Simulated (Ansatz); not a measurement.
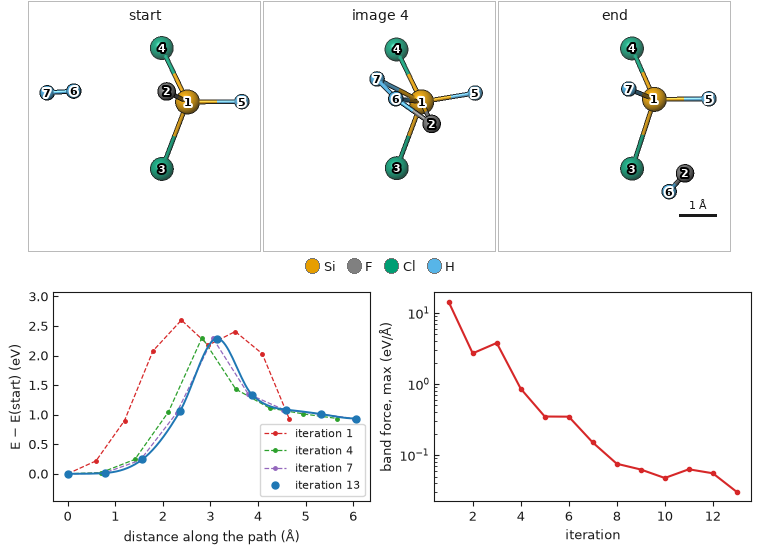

A search for the minimum-energy path of SiH$_{3}$Cl$_{2}$F, made up of SiHCl₂F and H2 by the nudged elastic band. Images are numbered from 0 (start) to 8 (end). The plot follows the band through its iterations. Style: ball-and-stick. Shown at a tilt.

All numbers below come from Ansatz 0.2.0, RKS PBE0-D4/def2-SVP. Set-up: 7 movable images; climbing image; force threshold 0.05 eV/Å; iteration limit 60; spring constant 20.0 eV/Å²; starting path through a guess of the saddle point.

How did the profile develop, and is the result final?

Answer. The run is converged, with reservations. The band converged in 13 iterations. The largest component of the band force went from 14 to 0.03 eV/Å. The climbing image converged on the top of the path. Its curvatures weren't checked. The first iteration put the highest image at 2.60 eV. The highest point, image 4, lies 2.29 eV above the start and 1.35 eV above the end; the end is at +0.94 eV relative to the start.

Limits of the set-up: the start holds two separate molecules, 2.5 Å apart at their closest, whose relative position is a soft coordinate.
